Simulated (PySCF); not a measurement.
Consider C2H7OP.

Input file:

```
{"job": {"kind": "uv", "xc": "CAM-B3LYP", "basis": "def2-SVPD", "nstates": 8, "ntriplets": 3}, "charge": 0, "multiplicity": 1}
C     -1.426417    -0.128079     0.439973
P      0.093216     0.754907    -0.046536
C      1.355203    -0.517563    -0.382475
O      0.518864     1.785761     0.901667
H     -1.728982    -0.856882    -0.304884
H     -2.213551     0.609486     0.583737
H     -1.235523    -0.620755     1.392714
H     -0.213601     1.248663    -1.315193
H      2.249770    -0.017243    -0.747700
H      1.594142    -1.007899     0.560766
H      1.012304    -1.247726    -1.108033
```

Launched as:

```sh
OMP_NUM_THREADS=1 python probes_run.py task.json out
```

Geometry: GFN2-xTB.

Level of theory: CAM-B3LYP/def2-SVPD, SCF density, gas phase in PySCF.

Q: What will maps of the electron density and electron localisation function show?

A: C–P (1.82 Å): ρ at the midpoint is about 1.2 e/Å³; the ELF peaks at about 0.95 between the atoms: localised, covalent bonding.
C–H (1.09 Å): the density is about 1.9 e/Å³ at the midpoint; the ELF climbs to about 1 towards the hydrogen, as it does in any bond to H: an ordinary covalent bond to hydrogen.

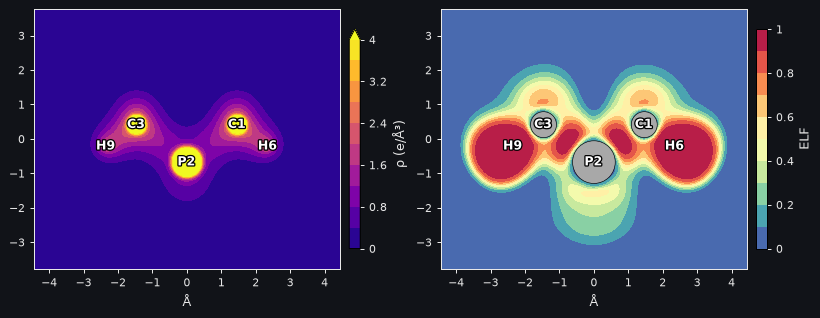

Computed electron density and electron localisation function on the plane of atoms C1, P2 and C3, in this order. Grey discs cover the atomic cores in the ELF map. 
